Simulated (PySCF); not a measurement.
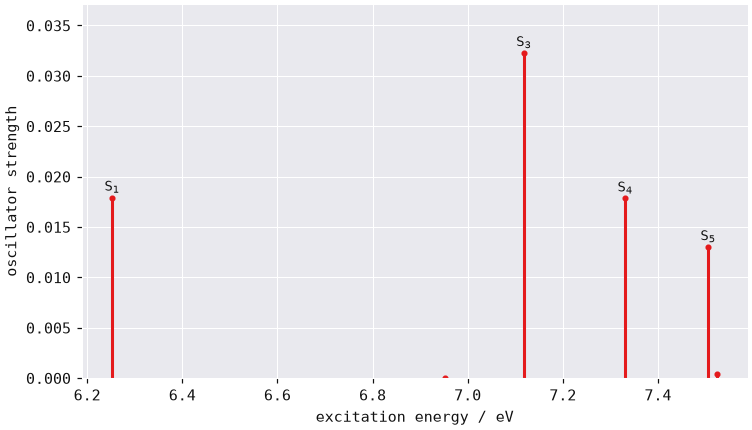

Computed absorption of C₂H₆Cl₂Ge, SMILES [CH3][GeH2][CH](Cl)Cl, singlet. Vertical TDDFT excitations, PBE0/def2-SVPD in PySCF, at a GFN2-xTB geometry (no frequency check), gas phase. Only the first 6 singlet excitations are included.

> Does any vertical transition fall in the visible?

No singlet lies below 3.1 eV (beyond 400 nm), so at this level no vertical transition falls in the visible.

> Which of the computed transitions is the brightest, and what character does the calculation give it?

S3 at 7.12 eV (174 nm), f = 0.032, mixed, the largest part being HOMO → LUMO+2 (44 %).

> List the transitions behind the spectrum.

| state | E (eV) | λ (nm) | f | main character |
| --- | --- | --- | --- | --- |
| S1 | 6.25 | 198 | 0.018 | HOMO → LUMO (95 %) |
| S2 | 6.95 | 178 | 0.000 | HOMO−1 → LUMO (48 %) |
| S3 | 7.12 | 174 | 0.032 | HOMO → LUMO+2 (44 %) |
| S4 | 7.33 | 169 | 0.018 | HOMO → LUMO+1 (86 %) |
| S5 | 7.50 | 165 | 0.013 | HOMO−2 → LUMO (67 %) |
| S6 | 7.53 | 165 | 0.000 | HOMO−3 → LUMO (86 %) |

Caveats: the tight-binding geometry is rougher than a DFT one and adds to the error; one conformer of a flexible molecule; core orbitals are frozen in the response.
